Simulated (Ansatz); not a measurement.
The figure comes from a scan of BAs (zinc blende): the cell is scaled evenly about its relaxed volume V₀. Calculation: PBE (plane waves to 420 eV, PAW, scalar-relativistic; Ansatz, a quantum-chemistry and plane-wave program). k mesh 12×12×12 (Γ-centred), Fermi-Dirac smearing 0.05 eV. Compression counts positive. BAs was relaxed with its symmetry unable to fall. 

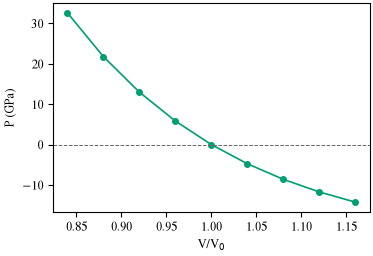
Fig. 1. P (GPa) against V/V₀; one marker a computed point.

Read the plotted values off the figure, to the accuracy that the plot allows.

To the nearest 1:

```
V/V₀   P (GPa)
-----  -------
0.840       33
0.880       22
0.920       13
0.960        6
1.000        0
1.040       -5
1.080       -9
1.120      -12
1.160      -14
```

(A scan under strain: stresses follow from slopes of the energy per volume, elastic moduli from its curvatures.)
